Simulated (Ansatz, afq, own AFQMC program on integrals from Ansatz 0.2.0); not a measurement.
# SiGeH₃ (doublet): quantum Monte Carlo beside coupled cluster at distance Si1–Ge2 = 2.352 Å, cc-pVDZ

Aim: compute SiGeH₃ (doublet) with auxiliary-field quantum Monte Carlo on the same integrals as coupled cluster, and set the energies side by side.

The runs use Ansatz 0.2.0, Gaussian basis, and an in-house AFQMC program (afq) on its integrals; all values are calculated; cc-pVDZ, frozen cores.

The runs, in order: PBE (unrestricted); r2SCAN (unrestricted); PBE0 (unrestricted); B3LYP (unrestricted); wB97M-V (unrestricted); B2PLYP (unrestricted); CCSD(T) on UHF; Phaseless AFQMC, CISD trial on UHF; Phaseless AFQMC, single-determinant trial on UHF; Free-projection AFQMC, CISD trial on UHF.

1 further run of the same task is left out (it didn't finish).

## 1. The system

The geometry derives from a PBE0/def2-TZVP stationary point (not a proven minimum). One bond is set to the value named and the two fragments are kept rigid. No spin-orbit coupling is included. The filled d shell of Ge may be among the frozen orbitals whatever the setting's name suggests; the logs give the count.

5 atoms, charge 0, spin multiplicity 2.

Atoms are counted from 1 here; the program's logs count them from 0.

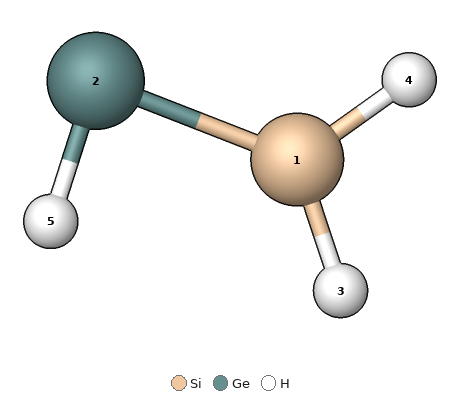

The structure; silicon light orange, germanium teal, hydrogen white; atoms are numbered from 1 in the order of the file.

Coordinates:

```xyz
5

Si    0.0000    0.0181    1.6516
Ge    0.0000   -0.0284   -0.7002
H     0.0000    1.1857    2.5806
H     0.0000   -1.2094    2.4992
H     0.0000    1.5656   -0.6371
```

## 2. PBE (unrestricted)

File in.yaml:

```yaml
crystal:
  periodic: [false, false, false]
  atoms:
    - {symbol: Si, position_ang: [0.000000, 0.018056, 1.651607]}
    - {symbol: Ge, position_ang: [0.000000, -0.028376, -0.700224]}
    - {symbol: H, position_ang: [0.000000, 1.185718, 2.580640]}
    - {symbol: H, position_ang: [0.000000, -1.209392, 2.499223]}
    - {symbol: H, position_ang: [0.000000, 1.565561, -0.637062]}
basis:
  gaussian: {orbitals: cc-pVDZ}
magnetization: {spin_polarized: true, initial_magnetization: 1}
hamiltonian: {xc: {name: PBE}}
output: {orbitals: {seedname: orbitals}}
```

Run with:

```sh
> ansatz run in.yaml --threads 1 --pin off --events-out ev --progress --plain --max-ram 1382MiB
```

Output:

```text
Functional definition: PBE
  name "PBE"
  cite "Perdew, Burke & Ernzerhof, Phys. Rev. Lett. 77, 3865 (1996) doi:10.1103/PhysRevLett.77.3865"
  parent pbe
  parameter kappa = 0.804
  parameter beta = 0.06672455060314922
  exchange = pbe_x(kappa = kappa, mu = beta*pi^2/3)
  correlation = pbe_c(beta = beta)
787 factors; their error is unknown
mean field evaluation 1: about -64428.2453 eV, gradient 9.1e0 eV
mean field evaluation 2: about -64428.5781 eV, gradient 6.5e0 eV
mean field evaluation 4: about -64428.9826 eV, gradient 8.9e-1 eV
mean field evaluation 8: about -64428.9792 eV, gradient 5.9e-2 eV
mean field evaluation 16: about -64428.9792 eV, gradient 1.2e-5 eV
mean field evaluation 32: about -64428.7929 eV, gradient 2.0e0 eV
mean field -64428.97919396 eV, -2367.7213138473 hartree, gradient 1.2e-5 eV, S^2 0.753877; 5 other end points of the search recorded, 0 dependent functions left out
reference -64428.97922629 eV, -2367.7213150356 hartree; 25, 24 occupied and 35, 36 virtual orbitals, 787 factors
Total energy: -64428.97922629 eV, -2367.7213150356 hartree
```

Run time: 4.2 s. Hardware: 1 thread of Arm Neoverse V2, shared host.

From the report: ⟨S²⟩ of the determinant 0.754 (pure doublet: 0.75).

## 3. r2SCAN (unrestricted)

Edit in.yaml of step 2 so:

```diff
@@ -11,3 +11,2 @@
 magnetization: {spin_polarized: true, initial_magnetization: 1}
-hamiltonian: {xc: {name: PBE}}
-output: {orbitals: {seedname: orbitals}}
+hamiltonian: {xc: {name: r2SCAN}}
```

The command is unchanged.

Output (excerpt; [...] marks lines left out):

```text
Functional definition: r2SCAN
  name "r2SCAN"
  cite "Furness, Kaplan, Ning, Perdew & Sun, J. Phys. Chem. Lett. 11, 8208 (2020) doi:10.1021/acs.jpclett.0c02405"
  cite "Furness, Kaplan, Ning, Perdew & Sun, J. Phys. Chem. Lett. 11, 9248 (2020) doi:10.1021/acs.jpclett.0c03077"
  parent r2scan
[...]
787 factors; their error is unknown
[...]
mean field -64440.61035019 eV, -2368.1487509550 hartree, gradient 4.1e-5 eV, S^2 0.757888; 4 other end points of the search recorded, 0 dependent functions left out
reference -64440.61036067 eV, -2368.1487513402 hartree; 25, 24 occupied and 35, 36 virtual orbitals, 787 factors
Total energy: -64440.61036067 eV, -2368.1487513402 hartree
```

It took 14 s on 1 thread of Arm Neoverse V2, shared host.

From the report: ⟨S²⟩ of the determinant 0.758 (pure doublet: 0.75).

## 4. PBE0 (unrestricted)

Edit in.yaml of step 3 so:

```diff
@@ -11,2 +11,3 @@
 magnetization: {spin_polarized: true, initial_magnetization: 1}
-hamiltonian: {xc: {name: r2SCAN}}
+hamiltonian: {xc: {name: PBE0}}
+output: {orbitals: {seedname: orbitals}}
```

The command is unchanged.

Output:

```text
Functional definition: PBE0
  name "PBE0"
  cite "Adamo & Barone, J. Chem. Phys. 110, 6158 (1999) doi:10.1063/1.478522"
  cite "Perdew, Burke & Ernzerhof, Phys. Rev. Lett. 77, 3865 (1996) doi:10.1103/PhysRevLett.77.3865"
  parent pbe
  parameter a = 0.25
  parameter kappa = 0.804
  parameter beta = 0.06672455060314922
  exchange = (1 - a)*pbe_x(kappa = kappa, mu = beta*pi^2/3) + a*exact_x
  correlation = pbe_c(beta = beta)
641 factors; integrals over basis functions are off by at most 1.4e-3 eV
mean field evaluation 1: about -64430.9041 eV, gradient 5.7e0 eV
mean field evaluation 2: about -64431.1332 eV, gradient 2.5e0 eV
mean field evaluation 4: about -64431.1957 eV, gradient 2.7e-1 eV
mean field evaluation 8: about -64431.2278 eV, gradient 3.9e-2 eV
mean field evaluation 16: about -64431.2279 eV, gradient 9.0e-5 eV
mean field -64431.22788526 eV, -2367.8039517285 hartree, gradient 3.1e-5 eV, S^2 0.755046; 1 other end points of the search recorded, 0 dependent functions left out
reference -64431.22790959 eV, -2367.8039526227 hartree; 25, 24 occupied and 35, 36 virtual orbitals, 641 factors
Total energy: -64431.22790959 eV, -2367.8039526227 hartree
```

It took 3.2 s on 1 thread of Arm Neoverse V2, shared host.

From the report: ⟨S²⟩ of the determinant 0.755 (pure doublet: 0.75).

## 5. B3LYP (unrestricted)

Edit in.yaml of step 4 so:

```diff
@@ -11,3 +11,2 @@
 magnetization: {spin_polarized: true, initial_magnetization: 1}
-hamiltonian: {xc: {name: PBE0}}
-output: {orbitals: {seedname: orbitals}}
+hamiltonian: {xc: {name: B3LYP}}
```

The command is unchanged.

Output (excerpt; [...] marks lines left out):

```text
Functional definition: B3LYP
  name "B3LYP"
  cite "Stephens, Devlin, Chabalowski & Frisch, J. Phys. Chem. 98, 11623 (1994) doi:10.1021/j100096a001"
  cite "Becke, Phys. Rev. A 38, 3098 (1988) doi:10.1103/PhysRevA.38.3098"
  cite "Lee, Yang & Parr, Phys. Rev. B 37, 785 (1988) doi:10.1103/PhysRevB.37.785"
  cite "Vosko, Wilk & Nusair, Can. J. Phys. 58, 1200 (1980) doi:10.1139/p80-159"
[...]
641 factors; integrals over basis functions are off by at most 1.4e-3 eV
[...]
mean field -64443.66151064 eV, -2368.2608790333 hartree, gradient 5.9e-5 eV, S^2 0.753185; 1 other end points of the search recorded, 0 dependent functions left out
reference -64443.66173251 eV, -2368.2608871869 hartree; 25, 24 occupied and 35, 36 virtual orbitals, 641 factors
Total energy: -64443.66173251 eV, -2368.2608871869 hartree
```

Run time: 3.1 s. Hardware: 1 thread of Arm Neoverse V2, shared host.

From the report: ⟨S²⟩ of the determinant 0.753 (pure doublet: 0.75).

## 6. wB97M-V (unrestricted)

Edit in.yaml of step 5 so:

```diff
@@ -11,2 +11,3 @@
 magnetization: {spin_polarized: true, initial_magnetization: 1}
-hamiltonian: {xc: {name: B3LYP}}
+hamiltonian: {xc: {name: wB97M-V}}
+output: {orbitals: {seedname: orbitals}}
```

Launched as before.

Output (excerpt; [...] marks lines left out):

```text
Functional definition: wB97M-V
  name "wB97M-V"
  cite "Mardirossian & Head-Gordon, J. Chem. Phys. 144, 214110 (2016) doi:10.1063/1.4952647"
  cite "Becke, J. Chem. Phys. 107, 8554 (1997) doi:10.1063/1.475007"
  cite "Vydrov & Van Voorhis, J. Chem. Phys. 133, 244103 (2010) doi:10.1063/1.3521275"
  # Of w^i u^j: cxij and so on, Table III.
[...]
  gx(w, u) = 1 - cx + cx01*u + cx10*w
  gss(w, u) = css00 + css04*u^4 + css10*w + css20*w^2 + css43*w^4*u^3
  gos(w, u) = cos00 + cos10*w + (cos20 + cos21*u)*w^2 + (cos60 + cos61*u)*w^6
[...]
      + integral(e_c_pw_mod_opposite_spin*gos(b97_w_opposite, b97_u_opposite)) + vv10(b, c)
641 factors; integrals over basis functions are off by at most 1.4e-3 eV
203 factors; integrals over basis functions are off by at most 7.0e-6 eV
[...]
mean field -64437.64736073 eV, -2368.0398631007 hartree, gradient 5.6e-5 eV, S^2 0.751864; 1 other end points of the search recorded, 0 dependent functions left out
reference -64437.64739713 eV, -2368.0398644384 hartree; 25, 24 occupied and 35, 36 virtual orbitals, 641 factors
Total energy: -64437.64739713 eV, -2368.0398644384 hartree
```

It took 15 s on 1 thread of Arm Neoverse V2, shared host; peak memory 0.26 GiB.

From the report: ⟨S²⟩ of the determinant 0.752 (pure doublet: 0.75).

## 7. B2PLYP (unrestricted)

Edit in.yaml of step 6 so:

```diff
@@ -11,3 +11,3 @@
 magnetization: {spin_polarized: true, initial_magnetization: 1}
-hamiltonian: {xc: {name: wB97M-V}}
-output: {orbitals: {seedname: orbitals}}
+hamiltonian: {xc: {name: B2PLYP}}
+correlation: {electrons: outside_noble_gas}
```

Same command.

Output (excerpt; [...] marks lines left out):

```text
Functional definition: B2PLYP
  name "B2PLYP"
  cite "Grimme, J. Chem. Phys. 124, 034108 (2006) doi:10.1063/1.2148954"
  cite "Becke, Phys. Rev. A 38, 3098 (1988) doi:10.1103/PhysRevA.38.3098"
  cite "Lee, Yang & Parr, Phys. Rev. B 37, 785 (1988) doi:10.1103/PhysRevB.37.785"
[...]
641 factors; integrals over basis functions are off by at most 1.4e-3 eV
[...]
mean field -64425.11924988 eV, -2367.5794635189 hartree, gradient 3.7e-6 eV, S^2 0.755943; 2 other end points of the search recorded, 0 dependent functions left out
19 core orbitals not correlated: weight in the atoms' cores, before any rotation towards them, 0.999 or more for the frozen orbitals, at most 0.000 for the correlated occupied ones
reference -64425.11939175 eV, -2367.5794687325 hartree; 6, 5 occupied and 35, 36 virtual orbitals, 641 factors
second order -5.81963163 eV of doubles, -0.00000000 eV of singles
Total energy: -64426.69069229 eV, -2367.6372129622 hartree
```

Run time: 4.2 s. Hardware: 1 thread of Arm Neoverse V2, shared host.

From the report: ⟨S²⟩ of the determinant 0.756 (pure doublet: 0.75).

## 8. CCSD(T) on UHF

Edit in.yaml of step 7 so:

```diff
@@ -11,3 +11,2 @@
 magnetization: {spin_polarized: true, initial_magnetization: 1}
-hamiltonian: {xc: {name: B2PLYP}}
-correlation: {electrons: outside_noble_gas}
+correlation: {method: ccsd_t, electrons: outside_noble_gas, hamiltonian_folder: ham}
```

Same command.

Output (excerpt; [...] marks lines left out):

```text
Functional definition: HF
  name "HF"
  cite "Fock, Z. Phys. 61, 126 (1930) doi:10.1007/BF01340294"
  parent pbe
[...]
641 factors; integrals over basis functions are off by at most 1.4e-3 eV
[...]
mean field -64380.63422529 eV, -2365.9446690181 hartree, gradient 1.7e-6 eV, S^2 0.765841; 8 other end points of the search recorded, 0 dependent functions left out
determinant -64380.63422529 eV, -2365.9446690181 hartree, with singles and doubles -64386.27780028 eV, -2366.1520665736 hartree
determinant -64379.19235894 eV, -2365.8916814073 hartree, with singles and doubles -64384.97227270 eV, -2366.1040893200 hartree
determinant -64379.03810725 eV, -2365.8860127622 hartree, with singles and doubles -64385.07235931 eV, -2366.1077674351 hartree
determinant -64378.01774321 eV, -2365.8485150752 hartree, with singles and doubles -64383.46453863 eV, -2366.0486811149 hartree
determinant -64377.52714753 eV, -2365.8304860164 hartree, with singles and doubles -64383.36126408 eV, -2366.0448858452 hartree
determinant -64377.39342590 eV, -2365.8255718373 hartree, with singles and doubles -64383.34597135 eV, -2366.0443238478 hartree
19 core orbitals not correlated: weight in the atoms' cores, before any rotation towards them, 1.000 or more for the frozen orbitals, at most 0.000 for the correlated occupied ones
reference -64380.63422529 eV, -2365.9446690181 hartree; 6, 5 occupied and 35, 36 virtual orbitals, 641 factors
second order -4.52868453 eV of doubles, -0.00000000 eV of singles
cycle   1  -5.64359122 eV  change   -1.6e-5 eV  update   9.1e-4
[...]
cycle   7  -5.64366896 eV  change    4.8e-7 eV  update   3.9e-6
perturbative correction -0.17511467 eV, -0.0064353454 hartree
Total energy: -64386.45300892 eV, -2366.1585053725 hartree
```

Wall time 8 s (1 thread of Arm Neoverse V2, shared host).

From the report: ⟨S²⟩ of the determinant 0.766 (pure doublet: 0.75); correlation -5.8188 eV; T1 0.018; largest double amplitude 0.06.

This run also writes the integrals to the folder ham.

## 9. Phaseless AFQMC, CISD trial on UHF

It reads the integrals that the CCSD(T) run on this determinant wrote.

Run with:

```sh
> afq ham --method phaseless --trial cisd --walkers 60 --populations 1 --least-time 40 --time-step 0.005 --steps-per-block 50 --equilibration-blocks 28 --max-blocks 300 --target-error 0.0004 --factor-cut 1e-05 --start spin_pure --seed 7868 --release-times 0.24,0.51,0.99,1.62,2.4 --release-step 0.03 --release-every 4 --taylor-order 6
```

Output:

```text
orbitals 41  electrons 6 5  factors 324 of 641
reference energy -2365.94466902 Eh
CCSD correlation -0.20740066 Eh in 12 cycles, weight of the determinant in the CISD state 0.8611
energy of the start -2366.151556 Eh
 block  time / (1/Eh)  mean weight  energy / Eh
     1     0.250  0.9971  -2366.148253
     2     0.500  1.0022  -2366.149469
     3     0.750  0.9993  -2366.152478
     4     1.000  0.9996  -2366.154537
     5     1.250  1.0013  -2366.156394
     6     1.500  0.9982  -2366.154431
     7     1.750  0.9987  -2366.156896
     8     2.000  0.9992  -2366.155008
     9     2.250  0.9994  -2366.156058
    10     2.500  0.9993  -2366.154270
    13     3.250  0.9996  -2366.156703
    17     4.250  0.9998  -2366.157531
    21     5.250  0.9998  -2366.158074
    25     6.250  1.0004  -2366.165780
    29     7.250  0.9993  -2366.167653
    33     8.250  1.0002  -2366.161006
    37     9.250  0.9994  -2366.163368
    41    10.250  0.9994  -2366.160537
    45    11.250  0.9996  -2366.159531
    49    12.250  1.0007  -2366.157213
    53    13.250  0.9997  -2366.162491
    57    14.250  1.0000  -2366.163964
    61    15.250  1.0005  -2366.162494
    65    16.250  0.9990  -2366.161427
    69    17.250  0.9999  -2366.160901
    73    18.250  0.9988  -2366.164059
    77    19.250  1.0000  -2366.156697
    81    20.250  0.9995  -2366.160855
    85    21.250  1.0005  -2366.162692
    89    22.250  1.0005  -2366.162081
    93    23.250  1.0002  -2366.157981
    97    24.250  0.9991  -2366.158703
   101    25.250  1.0004  -2366.158268
   105    26.250  0.9994  -2366.166692
   109    27.250  0.9976  -2366.159736
   113    28.250  0.9986  -2366.158673
   117    29.250  1.0001  -2366.155579
   121    30.250  0.9992  -2366.162671
   125    31.250  1.0015  -2366.159683
   129    32.250  1.0000  -2366.159062
   133    33.250  0.9994  -2366.155736
   137    34.250  1.0023  -2366.158701
   141    35.250  1.0013  -2366.159232
   145    36.250  1.0002  -2366.161307
   149    37.250  1.0011  -2366.156844
   153    38.250  1.0005  -2366.159668
   157    39.250  1.0003  -2366.162085
   161    40.250  0.9995  -2366.163454
   165    41.250  1.0014  -2366.158585
   169    42.250  0.9991  -2366.159673
   173    43.250  0.9992  -2366.158986
   177    44.250  1.0010  -2366.160897
   181    45.250  0.9991  -2366.161774
   185    46.250  0.9969  -2366.158097
blocks merged  error / Eh  count
     1  0.000199  160
     2  0.000256  80
     4  0.000298  40
     8  0.000314  20
    16  0.000327  10
released: time / (1/Eh)  energy / Eh  error  mean overlap
  0.24  -2366.159897  0.000303  1.0001
  0.51  -2366.159927  0.000298  1.0122
  0.99  -2366.159230  0.000411  1.0398
  1.62  -2366.160190  0.000508  1.0217
  2.40  -2366.159367  0.000643  1.0404
energy -2366.160409 +/- 0.000314 Eh
```

Wall time 6 min (1 thread of Arm Neoverse V2, shared host).

Energy -64386.5048 ± 0.0085 eV. Caveats: constraint bias not in the error.

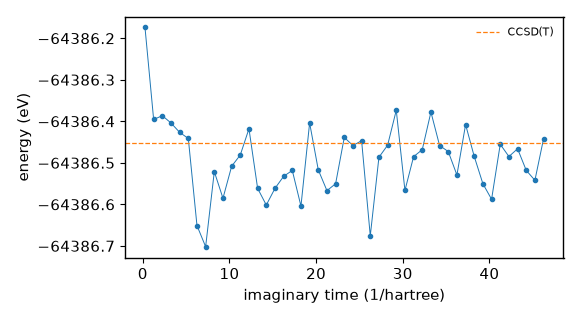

Block energies along the walk.

## 10. Phaseless AFQMC, single-determinant trial on UHF

It reads the integrals that the CCSD(T) run on this determinant wrote.

Run with:

```sh
> afq ham --method phaseless --trial hf --walkers 120 --populations 1 --least-time 40 --time-step 0.005 --steps-per-block 20 --equilibration-blocks 112 --max-blocks 600 --target-error 0.0012000000000000001 --factor-cut 1e-05 --start spin_pure --seed 8917 --taylor-order 6
```

Output:

```text
orbitals 41  electrons 6 5  factors 324 of 641
reference energy -2365.94466902 Eh
CCSD correlation -0.20740066 Eh in 12 cycles, weight of the determinant in the CISD state 0.8611
energy of the start -2365.944884 Eh
 block  time / (1/Eh)  mean weight  energy / Eh
     1     0.100  1.0012  -2365.977174
     2     0.200  1.0000  -2366.004642
     3     0.300  1.0009  -2366.028012
     4     0.400  1.0009  -2366.047217
     5     0.500  1.0016  -2366.063118
     6     0.600  1.0018  -2366.073266
     7     0.700  1.0024  -2366.080837
     8     0.800  1.0007  -2366.088945
     9     0.900  1.0004  -2366.097625
    10     1.000  1.0016  -2366.099390
    18     1.800  1.0008  -2366.133707
    35     3.500  0.9988  -2366.140061
    52     5.200  1.0001  -2366.153879
    69     6.900  1.0014  -2366.146747
    86     8.600  1.0006  -2366.148639
   103    10.300  0.9997  -2366.175391
   120    12.000  0.9992  -2366.143214
   137    13.700  1.0000  -2366.168319
   154    15.400  1.0000  -2366.169158
   171    17.100  1.0007  -2366.148920
   188    18.800  1.0008  -2366.160318
   205    20.500  0.9978  -2366.160619
   222    22.200  1.0011  -2366.167349
   239    23.900  1.0010  -2366.139173
   256    25.600  1.0006  -2366.159831
   273    27.300  1.0002  -2366.164494
   290    29.000  0.9992  -2366.156609
   307    30.700  0.9974  -2366.161300
   324    32.400  0.9991  -2366.172366
   341    34.100  1.0013  -2366.156817
   358    35.800  1.0011  -2366.154891
   375    37.500  1.0007  -2366.176957
   392    39.200  1.0015  -2366.146702
   409    40.900  1.0025  -2366.211610
   426    42.600  1.0001  -2366.159156
   443    44.300  1.0003  -2366.159738
   460    46.000  0.9991  -2366.162615
   477    47.700  0.9984  -2366.172902
   494    49.400  0.9933  -2366.178513
   511    51.100  1.0012  -2366.154469
   528    52.800  1.0008  -2366.142585
   545    54.500  0.9999  -2366.160170
   562    56.200  1.0003  -2366.150931
   579    57.900  1.0008  -2366.158131
   596    59.600  1.0015  -2366.162357
   613    61.300  1.0012  -2366.172347
   630    63.000  0.9982  -2366.153992
   647    64.700  0.9999  -2366.157433
   664    66.400  0.9991  -2366.149483
   681    68.100  0.9986  -2366.125271
   698    69.800  0.9996  -2366.178998
blocks merged  error / Eh  count
     1  0.000581  600
     2  0.000786  300
     4  0.001060  150
     8  0.001352  75
    16  0.001640  37
    32  0.001662  18
    64  0.001485  9
energy -2366.160096 +/- 0.001662 Eh
```

Wall time 5.8 min (1 thread of Arm Neoverse V2, shared host).

Energy -64386.4963 ± 0.0452 eV. Caveats: constraint bias not in the error.

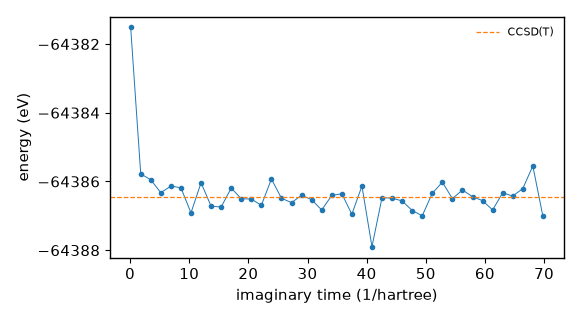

Block energies along the walk.

## 11. Free-projection AFQMC, CISD trial on UHF

It reads the integrals that the CCSD(T) run on this determinant wrote.

Run with:

```sh
> afq ham --method free --trial cisd --walkers 60 --time-step 0.03 --max-blocks 80 --target-error 0.0004 --factor-cut 1e-05 --seed 8952 --times 0,0.21,0.42,0.81,1.2,1.8,2.4,3 --taylor-order 8
```

Output:

```text
orbitals 41  electrons 6 5  factors 324 of 641
reference energy -2365.94466902 Eh
CCSD correlation -0.20740066 Eh in 12 cycles, weight of the determinant in the CISD state 0.8611
repeat  energy at the last time / Eh  error
    10  -2366.159136  0.000842
    20  -2366.160245  0.000739
    30  -2366.160516  0.000665
    40  -2366.160017  0.000579
    50  -2366.160317  0.000525
    60  -2366.160455  0.000498
    70  -2366.160474  0.000448
    80  -2366.160512  0.000410
time / (1/Eh)  energy / Eh  error  mean overlap
  0.00  -2366.152125  0.000117  1.1618
  0.21  -2366.154875  0.000154  1.1584
  0.42  -2366.156477  0.000153  1.1591
  0.81  -2366.158427  0.000208  1.1439
  1.20  -2366.159218  0.000244  1.1448
  1.80  -2366.159480  0.000248  1.1575
  2.40  -2366.159928  0.000350  1.1534
  3.00  -2366.160512  0.000410  1.1314
energy -2366.160512 +/- 0.000410 Eh
```

It took 5.8 min on 1 thread of Arm Neoverse V2, shared host.

Energy -64386.5076 ± 0.0111 eV. The run doesn't count as converged. Caveats: remainder of the start not in the error; start not forgotten.

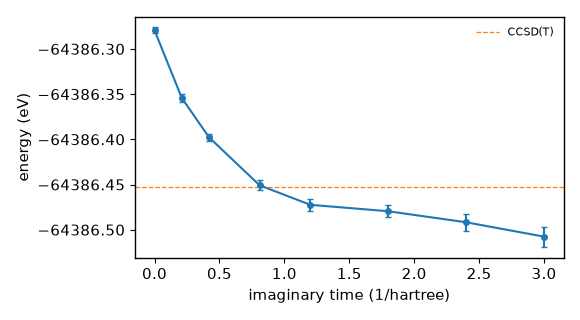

Energy against projection time, with error bars.

## 12. AFQMC on the ladder

On the UHF determinant, counted from CCSD(T) (a yardstick, not exact):

| level | energy (eV) | from CCSD(T) (kcal/mol) | statistical error (kcal/mol) | time |
| --- | --- | --- | --- | --- |
| HF | -64380.6342 | +134.18 |  |  |
| MP2 | -64385.1629 | +29.75 |  |  |
| CCSD | -64386.2779 | +4.04 |  |  |
| CCSD(T) | -64386.4530 | 0.00 |  |  |
| Phaseless AFQMC, CISD trial, step 0.005, 60 walkers | -64386.5048 | -1.19 | 0.20 | 6 min |
| Phaseless AFQMC, single-determinant trial, step 0.005, 120 walkers | -64386.4963 | -1.00 | 1.04 | 5.8 min |

The functionals' totals stand on their own zeros and serve differences with other points: PBE -64428.979 eV; r2SCAN -64440.610 eV; PBE0 -64431.228 eV; B3LYP -64443.662 eV; wB97M-V -64437.647 eV; B2PLYP -64426.691 eV.

## 13. Results

| quantity | value |
| --- | --- |
| Phaseless AFQMC, CISD trial on UHF from CCSD(T) | -1.19 ± 0.20 kcal/mol |
| Phaseless AFQMC, single-determinant trial on UHF from CCSD(T) | -1.00 ± 1.04 kcal/mol |

What this shows: On UHF the phaseless walk with the CISD trial lies -1.19 kcal/mol from CCSD(T), 6 times its error bar. Error bars are statistical and leave out the constraint, the time step and what remains of the start.
